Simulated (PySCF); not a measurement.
# One shape, several levels: HfH4O4 (SMILES O[Hf](O)(O)O)

Aim: a comparison of 5 runs (BLYP/def2-SVP, PBE/def2-SVP, SVWN5/def2-SVP, revPBE/def2-SVP, CCSD(T)/def2-SVP) of HfH4O4. The job is set up through a Python script.

The results are computed with PySCF 2.14.0.

**1. Starting point**

The species is HfH4O4 (9 atoms), meant as a singlet with charge 0. SMILES: `O[Hf](O)(O)O`. The shape is that of a PBE0-D4/def2-TZVP optimisation. This is one conformer, not always the lowest.

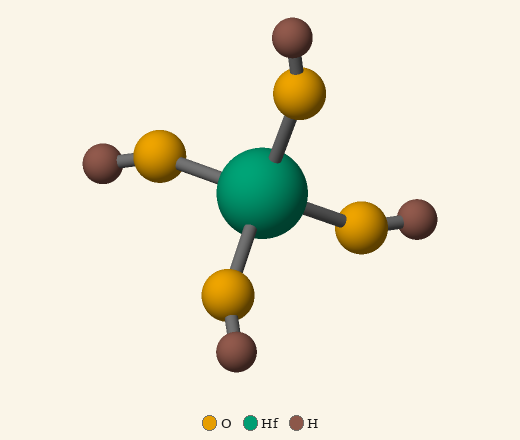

Viewed from a chosen angle; oxygen amber, hafnium teal, hydrogen brown.

**2. The energy at BLYP/def2-SVP (core potential) (run 1)**

Input file job.py:

```python
# O[Hf](O)(O)O
from pyscf import gto, dft

mol = gto.M(
    atom='''
O     -0.879630     0.176179     3.544484
Hf    -0.000057    -0.000057    -0.000076
O      3.556994     0.730644    -0.426908
O     -0.705454    -3.360179    -1.257348
O     -1.972156     2.453148    -1.860568
H     -1.228322    -0.482787     5.179418
H      4.983586     1.754856    -0.807310
H     -0.403608    -4.841554    -2.228573
H     -3.351354     3.569768    -2.143101
''',
    verbose=4,
    charge=0,
    unit='bohr',
    basis='def2-svp',
    spin=0,
    ecp={'Hf': 'def2-svp'},
    max_memory=1860,
)

mf = dft.RKS(mol)
mf.xc = 'blyp'
mf.conv_tol = 1e-10
mf.grids.level = 5
mf.kernel()
if not mf.converged:
    mf = mf.newton().run(mf.mo_coeff, mf.mo_occ)

energy = mf.e_tot
print('E = %.10f Eh' % energy)
```

The run is started by

```console
$ OMP_NUM_THREADS=1 python job.py
```

Standard output:

```text
PySCF version 2.14.0

[... 79 lines left out ...]
converged SCF energy = -351.277606664047
E = -351.2776066640 Eh
```

Wall time 59 s (1 thread of Intel Xeon at 2.50GHz (Skylake/Cascade Lake), shared host); peak memory 0.57 GiB.

**3. A single-point energy at PBE/def2-SVP (core potential) (run 2)**

Input file job.py:

```python
from pyscf import gto, dft

mol = gto.Mole()
mol.atom = '''
O     -0.879630     0.176179     3.544484
Hf    -0.000057    -0.000057    -0.000076
O      3.556994     0.730644    -0.426908
O     -0.705454    -3.360179    -1.257348
O     -1.972156     2.453148    -1.860568
H     -1.228322    -0.482787     5.179418
H      4.983586     1.754856    -0.807310
H     -0.403608    -4.841554    -2.228573
H     -3.351354     3.569768    -2.143101
'''
mol.charge = 0
mol.ecp = {'Hf': 'def2-svp'}
mol.verbose = 4
mol.unit = 'bohr'
mol.basis = 'def2-svp'
mol.max_memory = 1860
mol.build()

calc0 = dft.RKS(mol, xc='pbe')
calc0.grids.level = 5
calc0.conv_tol = 1e-10
calc0.kernel()
if not calc0.converged:
    calc0 = calc0.newton().run(calc0.mo_coeff, calc0.mo_occ)

etot = calc0.e_tot
print('Final energy', etot)
```

The run is started by

```console
$ OMP_NUM_THREADS=1 python job.py
```

Standard output:

```text
PySCF version 2.14.0

[... 80 lines left out ...]
converged SCF energy = -351.049446870809
Final energy -351.0494468708092
```

It took 62 s on 1 thread of Intel Xeon at 2.50GHz (Skylake/Cascade Lake), shared host; peak memory 0.57 GiB.

Run 3 isn't shown in full; the table further down has it.

**4. A single-point energy at revPBE/def2-SVP (core potential) (run 4)**

Input file input.py:

```python
# O[Hf](O)(O)O
from pyscf import gto, dft

system = gto.M(
    atom='''
O       -0.465480       0.093230       1.875660
Hf      -0.000030      -0.000030      -0.000040
O        1.882280       0.386640      -0.225910
O       -0.373310      -1.778130      -0.665360
O       -1.043620       1.298150      -0.984570
H       -0.650000      -0.255480       2.740830
H        2.637200       0.928630      -0.427210
H       -0.213580      -2.562040      -1.179310
H       -1.773460       1.889040      -1.134080
''',
    max_memory=1860,
    ecp={'Hf': 'def2-svp'},
    basis='def2-svp',
    verbose=3,
    charge=0,
)

mf = dft.RKS(system, xc='revpbe')
mf.grids.level = 5
mf.conv_tol = 1e-10
mf.kernel()
if not mf.converged:
    mf = mf.newton().run(mf.mo_coeff, mf.mo_occ)

etot = mf.e_tot
print('E = %.10f Eh' % etot)
```

The run is started by

```console
$ OMP_NUM_THREADS=1 python input.py
```

Standard output:

```text
converged SCF energy = -351.294097800781
E = -351.2940978008 Eh
```

Run time: 58 s. Hardware: 1 thread of Intel Xeon at 2.50GHz (Skylake/Cascade Lake), shared host; peak memory 0.57 GiB.

**5. The energy at CCSD(T)/def2-SVP (core potential) (run 5)**

Input file job.py:

```python
from pyscf import gto, scf, cc

mol = gto.M(
    atom='''
O   -0.465480   0.093230   1.875660
Hf  -0.000030  -0.000030  -0.000040
O    1.882280   0.386640  -0.225910
O   -0.373310  -1.778130  -0.665360
O   -1.043620   1.298150  -0.984570
H   -0.650000  -0.255480   2.740830
H    2.637200   0.928630  -0.427210
H   -0.213580  -2.562040  -1.179310
H   -1.773460   1.889040  -1.134080
''',
    max_memory=1860,
    verbose=3,
    basis='def2-svp',
    ecp={'Hf': 'def2-svp'},
)

mf = scf.RHF(mol)
mf.conv_tol = 1e-10
mf.kernel()
if not mf.converged:
    mf = mf.newton().run(mf.mo_coeff, mf.mo_occ)

mycc = cc.CCSD(mf, frozen=4)
mycc.kernel()
e_t = mycc.ccsd_t()
e_tot = mycc.e_tot + e_t
print('E = %.10f Eh' % e_tot)
```

The run is started by

```console
$ OMP_NUM_THREADS=1 python job.py
```

Standard output:

```text
converged SCF energy = -349.282833507976
E(CCSD) = -350.2746321860705  E_corr = -0.9917986780948751
CCSD(T) correction = -0.0245872447442785
E = -350.2992194308 Eh
```

Wall time 6.3 min (1 thread of Intel Xeon at 2.50GHz (Skylake/Cascade Lake), shared host); peak memory 1.1 GiB.

**6. Overview of the runs**

```
run                              level  integration grid  frozen core orbitals  energy (Eh)  dipole moment (D) of the reference  HOMO energy (eV)  LUMO energy (eV)  wall time
  1     BLYP/def2-SVP (core potential)                 5                     –  -351.277607                                0.00             -6.41             -0.50       59 s
  2      PBE/def2-SVP (core potential)                 5                     –  -351.049447                                0.00             -6.55             -0.47       62 s
  3    SVWN5/def2-SVP (core potential)                 5                     –  -349.085255                                0.00             -6.72             -0.59       36 s
  4   revPBE/def2-SVP (core potential)                 5                     –  -351.294098                                0.00             -6.49             -0.41       58 s
  5  CCSD(T)/def2-SVP (core potential)                 –                     4  -350.299219                                0.00            -12.76              2.47    6.3 min
```

**7. What came out**

| quantity | value |
| --- | --- |
| run 5: total energy | -350.29922 Eh |
| run 5: dipole moment (Hartree–Fock density) | 0.00 D |
| run 5: HOMO energy (Hartree–Fock orbitals) | -12.76 eV |
| run 5: LUMO energy (Hartree–Fock orbitals) | 2.47 eV |
| run 5: HOMO–LUMO gap (Hartree–Fock orbitals) | 15.23 eV |
| run 5: correlation energy (4 core orbitals frozen) | -1016.4 mEh |
| run 5: (T) correction | -24.59 mEh |
| run 5: T1 diagnostic | 0.016 |

In words: Over runs 1, 2, 3, 4 the HOMO–LUMO gap runs from 5.91 eV (BLYP/def2-SVP) to 6.13 eV (SVWN5/def2-SVP). Totals of different functionals can't be ranked against each other. All runs together took 9.9 min, the longest 6.3 min.
